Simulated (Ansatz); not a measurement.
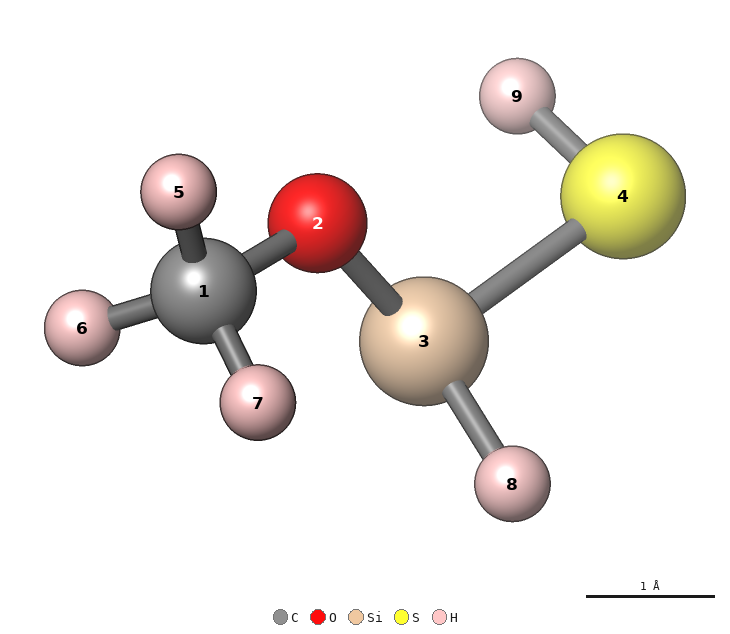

Orthographic view. Distant atoms are faded towards the background colour. The species is neutral and a spin doublet. The geometry was computed by an optimisation with PBE0-D4/def2-TZVP.

Write the connection table.

C1: O2, H5, H6, H7
O2: C1, Si3
Si3: O2, S4, H8
S4: Si3, H9
H5: C1
H6: C1
H7: C1
H8: Si3
H9: S4
